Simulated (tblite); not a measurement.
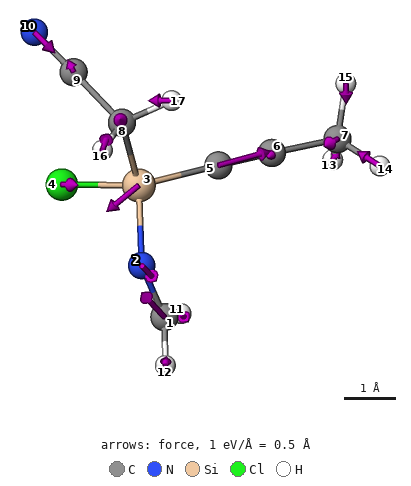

Starting geometry of C6H7ClN2Si with the computed forces as purple arrows. Style: ball-and-stick. Shown at a tilt.

These are results of tblite 0.8.0, GFN2-xTB geometry optimisation, gas phase, not measurements. 

Is this structure relaxed? If not, where do the atoms go?

Answer. It isn't relaxed: the largest force vector, on C5, is 2.47 eV/Å. The final displacements have little in common with the starting forces (cosine between the two patterns 0.16). After 144 geometry steps the energy has fallen by 10.5 kcal/mol. N10 moves most after the best rigid fit: 1.70 Å. Largest moves by element: N 1.70 Å, H 1.14 Å, C 0.83 Å, Si 0.26 Å, Cl 0.15 Å. Some distances before and after: Si3–Cl4 2.114 → 2.023 Å, N2–Si3 1.777 → 1.727 Å, C8–H16 1.139 → 1.091 Å, Si3–C8 1.876 → 1.920 Å. Bond angles that change, for instance: C1–N2–Si3 120.4° → 135.1°, N2–Si3–C5 111.3° → 119.2°, N2–Si3–Cl4 109.8° → 104.8°. Groups turn about Si3–C8 by about 50°, N2–Si3 by about 40°. Cost: 2.5 s on 1 thread of Arm Neoverse N1 (shared host).
